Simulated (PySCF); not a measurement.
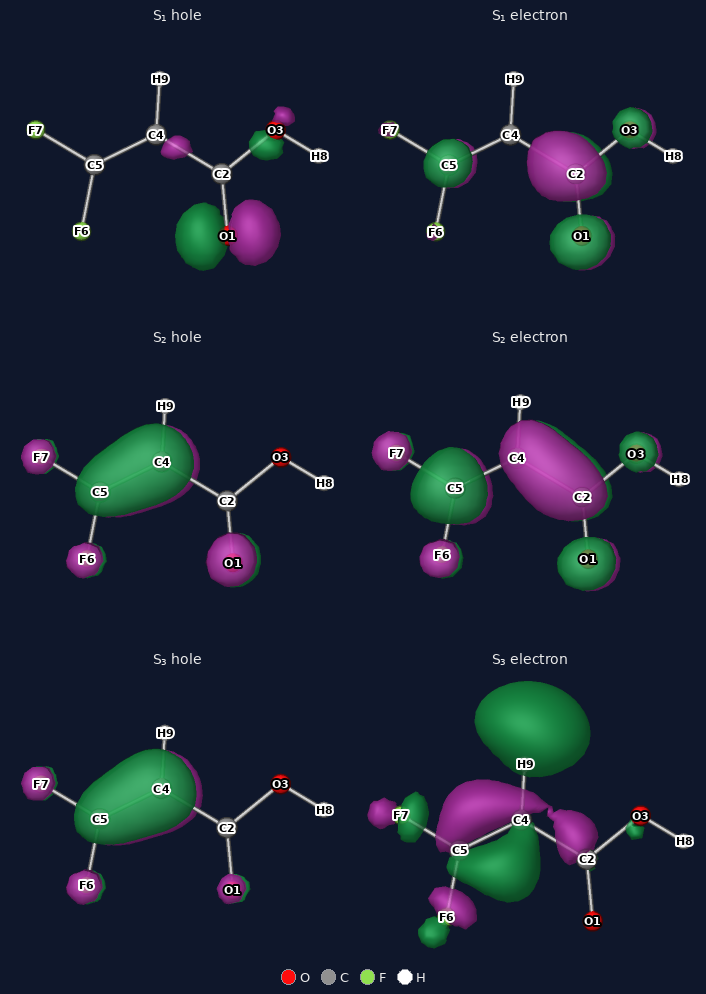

C3H2F2O2, SMILES `O=C(O)C=C(F)F`. Leading natural transition orbitals (CIS singlet states).

Level of theory: HF/cc-pVDZ (PySCF), at a geometry from GFN2-xTB. No frequency check shows the geometry to be a minimum. Without diffuse functions Rydberg states are missing, so the states' numbers hold for this basis only.

Coordinates in Å:

```
O1      -1.4119    1.2285    0.0000
C2      -1.2824    0.0353    0.0000
O3      -2.3161   -0.8157    0.0000
C4      -0.0066   -0.7069    0.0000
C5       1.1804   -0.1158    0.0000
F6       1.4205    1.1715    0.0000
F7       2.3232   -0.7792    0.0000
H8      -3.1542   -0.3269    0.0000
H9      -0.0628   -1.7825    0.0000
```

Question: Give the energy and character of each state.

Answer: By state:
- S₁: 6.60 eV (188 nm), f = 0.001 (very weak), n → π*; the leading pair carries 99 %; hole on O1 (71 %), C2 (10 %) and O3 (8 %), electron on C2 (40 %), O1 (26 %) and C5 (11 %); their centroids lie 0.8 Å apart.
- S₂: 7.87 eV (158 nm), f = 0.536 (bright), π → π*; the leading pair carries 95 %; hole on C4 (39 %), C5 (26 %) and O1 (14 %), electron on C5 (30 %), C2 (21 %) and C4 (19 %); their centroids lie 0.2 Å apart.
- S₃: 9.48 eV (131 nm), f = 0.006, π → σ*; the leading pair carries 99 %; hole on C4 (45 %), C5 (29 %) and F6 and F7 (6 % each), electron on H9 (32 %), C4 (25 %) and C5 (21 %); their centroids lie 0.8 Å apart.
